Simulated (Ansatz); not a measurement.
# H5NO2SSi (built from SMILES N[Si](O)(O)S; bonds differ from it in a structure shown): search for a transition state

Wanted: the transition state of a 1,2-elimination (form S2–H4 and break Si1–S2, N3–H4). The guess is relaxed with those distances held, a saddle search follows, and vibrations and two downhill relaxations check it.

Program: Ansatz 0.2.0, Gaussian basis. Level of theory: PBE0-D4, def2-SVP first, then def2-TZVP. These are calculated values, not measurements.

## (1) The starting structure

The guess: 10 atoms, charge 0, spin multiplicity 1.

Atoms are counted from 1 here; the program's logs count them from 0.

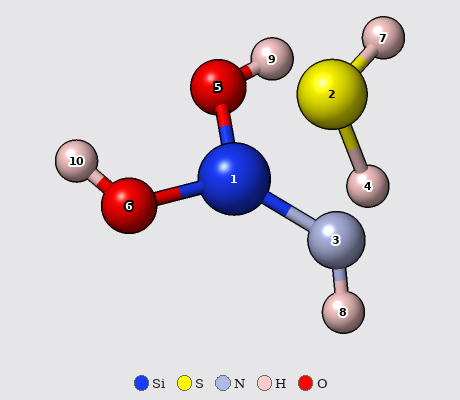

The starting geometry (silicon blue, sulfur yellow, nitrogen light blue, hydrogen pink, oxygen red); atoms are numbered from 1 in the order of the file.

Coordinates:

```
Si   -0.52660   -0.12210    0.35530
S     1.95860   -0.34130   -0.50510
N    -0.69120   -0.47590   -1.24550
H     0.70340   -0.61660   -1.39020
O    -0.49190    1.39620    0.91870
O    -0.68550   -1.06490    1.64230
H     2.03310    0.90130   -0.96610
H    -1.39220   -1.07660   -1.64720
H    -0.39710    2.12870    0.31720
H    -0.51050   -0.72880    2.52070
```

Distances that are to change: S2–H4 1.56 Å, Si1–S2 2.64 Å, N3–H4 1.41 Å.

## (2) Constrained relaxation of the guess

The input, hold/in.yaml:

```yaml
crystal:
  periodic: [false, false, false]
  atoms:
    - {symbol: Si, position_ang: [-0.526600, -0.122100, 0.355300]}
    - {symbol: S, position_ang: [1.958600, -0.341300, -0.505100]}
    - {symbol: N, position_ang: [-0.691200, -0.475900, -1.245500]}
    - {symbol: H, position_ang: [0.703400, -0.616600, -1.390200]}
    - {symbol: O, position_ang: [-0.491900, 1.396200, 0.918700]}
    - {symbol: O, position_ang: [-0.685500, -1.064900, 1.642300]}
    - {symbol: H, position_ang: [2.033100, 0.901300, -0.966100]}
    - {symbol: H, position_ang: [-1.392200, -1.076600, -1.647200]}
    - {symbol: H, position_ang: [-0.397100, 2.128700, 0.317200]}
    - {symbol: H, position_ang: [-0.510500, -0.728800, 2.520700]}
basis:
  gaussian: {orbitals: def2-SVP}
hamiltonian: {xc: pbe0, dispersion: d4}
relax: {f_tol: 0.04, max_steps: 150, escape_saddle: false, constraints: [{distance: [1, 3]}, {distance: [0, 1]}, {distance: [2, 3]}]}
```

Launch:

```console
$ ansatz run in.yaml --threads 4 --pin off --events-out ev --progress --plain --max-ram 9574MiB
```

What it wrote, cut to the lines that bear on the results:

```text
Functional definition: PBE0
  name "PBE0"
  cite "Adamo & Barone, J. Chem. Phys. 110, 6158 (1999) doi:10.1063/1.478522"
  cite "Perdew, Burke & Ernzerhof, Phys. Rev. Lett. 77, 3865 (1996) doi:10.1103/PhysRevLett.77.3865"
  parent pbe
[...]
1057 factors; integrals over basis functions are off by at most 3.3e-4 eV
[...]
mean field -24356.65170758 eV, -895.0904407219 hartree, gradient 4.9e-6 eV, S^2 0.000000; 0 other end points of the search recorded, 0 dependent functions left out
[...]
reference -24356.65173200 eV, -895.0904416196 hartree; 29, 29 occupied and 74, 74 virtual orbitals, 1057 factors
relax step   1: F+E_penalty+E_count = -24356.87146433 eV  Δ(F+E_penalty+E_count) = +0.000e0 eV  max|allowed force component| = 1.185e0 eV/Å  Δτ_max = 0.0000 Å  (29 SCF iters, accepted)
[...]
relax step   7: F+E_penalty+E_count = -24357.03464888 eV  Δ(F+E_penalty+E_count) = -4.155e-3 eV  max|allowed force component| = 5.056e-2 eV/Å  Δτ_max = 0.0299 Å  (27 SCF iters, accepted)
[...]
relax step   8: F+E_penalty+E_count = -24357.03640553 eV  Δ(F+E_penalty+E_count) = -1.757e-3 eV  max|allowed force component| = 3.862e-2 eV/Å  Δτ_max = 0.0500 Å  (26 SCF iters, accepted)
  distance S 1 - H 3 held at 1.560359 Å   reaction = -9.8580e-1 eV/Å
  distance Si 0 - S 1 held at 2.639044 Å   reaction = +1.0674e0 eV/Å
  distance N 2 - H 3 held at 1.409129 Å   reaction = +7.3780e-1 eV/Å
1057 factors; integrals over basis functions are off by at most 3.3e-4 eV
[...]
mean field -24356.82004522 eV, -895.0966270161 hartree, gradient 8.3e-5 eV, S^2 0.000000; 1 other end points of the search recorded, 0 dependent functions left out
[...]
reference -24356.82006933 eV, -895.0966279023 hartree; 29, 29 occupied and 74, 74 virtual orbitals, 1057 factors
Total energy: -24357.03642964 eV, -895.1045789971 hartree
Atom 0 at    -0.427962    -0.110189     0.353029 Å, force     0.997037    -0.099390    -0.376813 eV/Å
Atom 1 at     2.033069    -0.387923    -0.558424 Å, force    -0.158316     0.234464     0.869862 eV/Å
Atom 2 at    -0.688683    -0.522025    -1.208166 Å, force     0.733148    -0.055431    -0.064452 eV/Å
Atom 3 at     0.709164    -0.633465    -1.346907 Å, force    -1.569335    -0.113193    -0.424770 eV/Å
Atom 4 at    -0.539544     1.419425     0.951824 Å, force     0.004751     0.003877    -0.025122 eV/Å
Atom 5 at    -0.636431    -1.104402     1.633507 Å, force    -0.007377    -0.001629     0.014525 eV/Å
Atom 6 at     2.147558     0.895159    -0.961093 Å, force     0.006906     0.038622    -0.004604 eV/Å
Atom 7 at    -1.488934    -0.963743    -1.646123 Å, force    -0.001463    -0.001939    -0.001436 eV/Å
Atom 8 at    -0.550880     2.107654     0.277486 Å, force    -0.008658    -0.004030     0.025860 eV/Å
Atom 9 at    -0.557257    -0.700491     2.504967 Å, force     0.003308    -0.001351    -0.013050 eV/Å
Dipole moment:    -0.280151     0.449831     0.119181 e Å
```

It took 16 s on 4 threads of Arm Neoverse V1, shared host; peak memory 0.23 GiB.

Relaxation path: (the energy doesn't fall at every step)

```csv
step,energy from step 1 (eV),largest force component (eV/Å)
1,0.0000,1.1855
2,-0.0608,0.9658
3,-0.1293,0.6167
4,-0.1095,1.1255
5,-0.1590,0.0986
6,-0.1561,0.1996
7,-0.1632,0.0506
8,-0.1649,0.0386
```

Distances of close pairs at the start and the end, largest changes first:

```csv
bond,before (Å),after (Å),change (Å)
Si1–O6,1.603,1.634,+0.031
Si1–O5,1.620,1.646,+0.027
S2–H7,1.327,1.350,+0.022
Si1–N3,1.648,1.636,-0.012
O5–H9,0.953,0.964,+0.011
O6–H10,0.957,0.964,+0.007
N3–H8,1.007,1.014,+0.007
S2–H4,1.560,1.560,-0.000
```

## (3) Force constants to start from

The input, hessian/in.yaml:

```yaml
crystal:
  periodic: [false, false, false]
  atoms:
    - {symbol: Si, position_ang: [-0.427962, -0.110189, 0.353029]}
    - {symbol: S, position_ang: [2.033069, -0.387923, -0.558424]}
    - {symbol: N, position_ang: [-0.688683, -0.522025, -1.208166]}
    - {symbol: H, position_ang: [0.709164, -0.633465, -1.346907]}
    - {symbol: O, position_ang: [-0.539544, 1.419425, 0.951824]}
    - {symbol: O, position_ang: [-0.636431, -1.104402, 1.633507]}
    - {symbol: H, position_ang: [2.147558, 0.895159, -0.961093]}
    - {symbol: H, position_ang: [-1.488934, -0.963743, -1.646123]}
    - {symbol: H, position_ang: [-0.550880, 2.107654, 0.277486]}
    - {symbol: H, position_ang: [-0.557257, -0.700491, 2.504967]}
basis:
  gaussian: {orbitals: def2-SVP}
hamiltonian: {xc: pbe0, dispersion: d4}
phonons: {}
scf: {lower_state_search: off}
```

Launch:

```console
$ ansatz run in.yaml --threads 4 --pin off --events-out ev --progress --plain --max-ram 9574MiB
```

What it wrote, cut to the lines that bear on the results:

```text
[... 5 set-up lines as earlier in the session ...]
[...]
1056 factors; integrals over basis functions are off by at most 3.0e-4 eV
[...]
mean field -24356.82004354 eV, -895.0966269543 hartree, gradient 5.3e-6 eV, S^2 0.000000; 0 other end points of the search recorded, 0 dependent functions left out
[...]
reference -24356.82006788 eV, -895.0966278489 hartree; 29, 29 occupied and 74, 74 virtual orbitals, 1056 factors
[... from here to the last solve, the lines of the solves are left out (59 solves) ...]
1056 factors; integrals over basis functions are off by at most 3.0e-4 eV
mean field -24356.81992759 eV, -895.0966226935 hartree, gradient 2.3e-6 eV, S^2 0.000000; 0 other end points of the search recorded, 0 dependent functions left out
[...]
WARN: phonons: modes at or below zero, which the zero-point energy, F, S and C_V leave out: 1, the lowest at -1128.00 cm⁻¹. A minimum has none, and a first-order saddle one
[...]
Atom 3 at     0.709164    -0.633465    -1.346907 Å, force    -1.569263    -0.113171    -0.424718 eV/Å
Atom 4 at    -0.539544     1.419425     0.951824 Å, force     0.004761     0.003865    -0.025112 eV/Å
Atom 5 at    -0.636431    -1.104402     1.633507 Å, force    -0.007451    -0.001610     0.014473 eV/Å
Atom 6 at     2.147558     0.895159    -0.961093 Å, force     0.006920     0.038602    -0.004604 eV/Å
Atom 7 at    -1.488934    -0.963743    -1.646123 Å, force    -0.001462    -0.001931    -0.001431 eV/Å
Atom 8 at    -0.550880     2.107654     0.277486 Å, force    -0.008661    -0.003995     0.025849 eV/Å
Atom 9 at    -0.557257    -0.700491     2.504967 Å, force     0.003323    -0.001344    -0.013042 eV/Å
Dipole moment:    -0.280149     0.449829     0.119184 e Å
Vibrations: -1128.00 103.97 139.76 215.34 238.91 304.77 329.31 365.54 418.13 430.30 503.51 544.01 780.55 812.03 828.70 847.88 986.67 1125.99 1149.52 1509.36 2728.43 3670.34 3906.16 3912.11 cm⁻¹, zero-point energy 1.602575 eV
Checks for a lower state left out: stability, starts, cluster_reference, orbital_swaps, neighbouring_geometries, increment
```

It took 61 s on 4 threads of Arm Neoverse V1, shared host; peak memory 0.2 GiB.

The structure is not stationary yet, so these wavenumbers are no spectrum; the search needs only the force constants.

## (4) Saddle search in the small basis

A small driver takes partitioned rational-function steps: uphill along one mode, downhill along the rest. It calls the program once a step for energy and forces and updates the Hessian by Bofill's formula. It stops when the largest force is under 0.04 eV/Å and the followed curvature is negative. The first step's input:

The input, presaddle/in.yaml:

```yaml
crystal:
  periodic: [false, false, false]
  atoms:
    - {symbol: Si, position_ang: [-0.427962, -0.110189, 0.353029]}
    - {symbol: S, position_ang: [2.033069, -0.387923, -0.558424]}
    - {symbol: N, position_ang: [-0.688683, -0.522025, -1.208166]}
    - {symbol: H, position_ang: [0.709164, -0.633465, -1.346907]}
    - {symbol: O, position_ang: [-0.539544, 1.419425, 0.951824]}
    - {symbol: O, position_ang: [-0.636431, -1.104402, 1.633507]}
    - {symbol: H, position_ang: [2.147558, 0.895159, -0.961093]}
    - {symbol: H, position_ang: [-1.488934, -0.963743, -1.646123]}
    - {symbol: H, position_ang: [-0.550880, 2.107654, 0.277486]}
    - {symbol: H, position_ang: [-0.557257, -0.700491, 2.504967]}
basis:
  gaussian: {orbitals: def2-SVP}
hamiltonian: {xc: pbe0, dispersion: d4}
output: {forces: true}
scf: {lower_state_search: off}
```

Launch:

```console
$ ansatz run in.yaml --threads 4 --pin off --events-out ev --progress --plain --max-ram 9574MiB
```

Step by step:

```csv
step,energy (eV),largest force (eV/Å),followed curvature (eV/Å²)
1,-24357.03643,1.5693,-9.41
2,-24356.90999,0.9104,-8.69
3,-24356.81529,0.5964,-5.03
4,-24356.74361,0.8633,-2.49
5,-24356.75421,0.8552,-3.57
6,-24356.78741,0.3329,-4.01
7,-24356.76627,0.4042,-1.61
8,-24356.77684,0.2611,-2.28
9,-24356.77948,0.1493,-2.16
10,-24356.77688,0.1940,-1.25
11,-24356.77761,0.1856,-1.22
14,-24356.77192,0.3228,-1.35
17,-24356.77840,0.4192,-1.49
20,-24356.79028,0.1590,-1.89
23,-24356.80564,0.2175,-1.93
26,-24356.80832,0.2483,-1.88
29,-24356.80794,0.1601,-1.16
32,-24356.80553,0.0817,0.26
35,-24356.78442,0.1510,0.45
38,-24356.54088,1.0046,-0.20
41,-24356.53906,0.8991,-1.24
44,-24356.70043,0.7386,-2.12
47,-24356.68779,0.6226,-0.74
50,-24356.77139,0.3053,-0.55
53,-24356.79526,0.9806,-0.45
54,-24356.96189,1.9712,0.76
55,-24356.87101,1.8388,0.44
56,-24356.87982,1.8885,0.84
57,-24356.86929,1.9835,0.82
58,-24356.85888,1.9919,0.67
59,-24356.85095,1.9348,0.59
60,-24356.85262,1.9821,0.63
```

The 60 steps took 63 s in all (4 threads of Arm Neoverse V1, shared host).

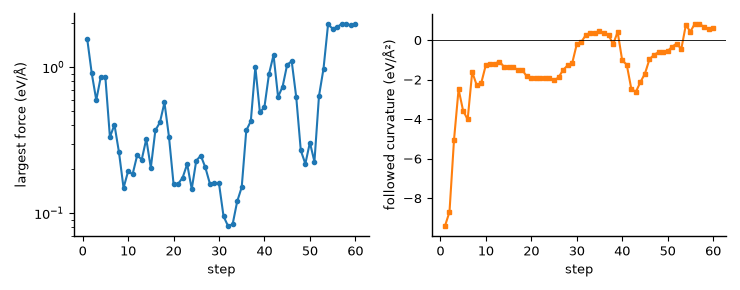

Largest force and followed curvature during the search.

## (5) Summary of results

```
               quantity                         value
                 search  not converged after 60 steps
     last largest force                    1.982 eV/Å
last followed curvature                    0.63 eV/Å²
```

In words: No saddle point was found from this guess, so no barrier can be given. The followed curvature is not negative at the end: the search has lost the reaction mode.
